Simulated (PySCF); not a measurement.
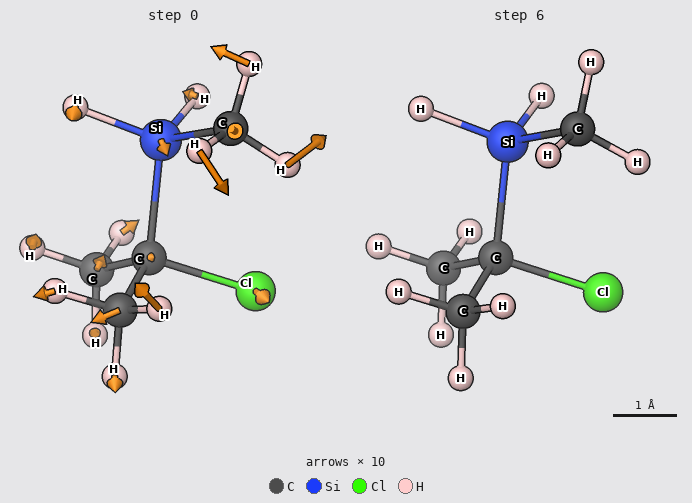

The structure of C4H11ClSi before (left) and after (right) a relaxation, at one scale. The orange arrows give the displacements, 10 times their true length.

A ball-and-stick model, seen from a free direction.

The start comes from GFN2-xTB. Its atoms were then displaced at random by about 0.01 Å.

Method: PySCF, PBE0-D3(BJ)/def2-SVP geometry optimisation, gas phase. 

Q: Describe what moved and what it gained.

A: The energy falls by 16.1 kJ/mol in 6 geometry steps. An H atom moves most after the best rigid fit: 0.11 Å. By element the largest moves are H 0.11 Å, C 0.05 Å, Cl 0.05 Å, Si 0.03 Å. Some distances before and after: C–H 1.045 → 1.099 Å, C–Si 1.918 → 1.874 Å, C–H 1.069 → 1.101 Å, C–C 1.491 → 1.519 Å. Bond angles that change, for instance: C–C–H 114.8° → 111.8°, H–C–H 105.2° → 108.1°, H–C–H 110.2° → 108.1°. Cost: 100 s on 1 thread of Arm Neoverse N1, with other jobs on the host.
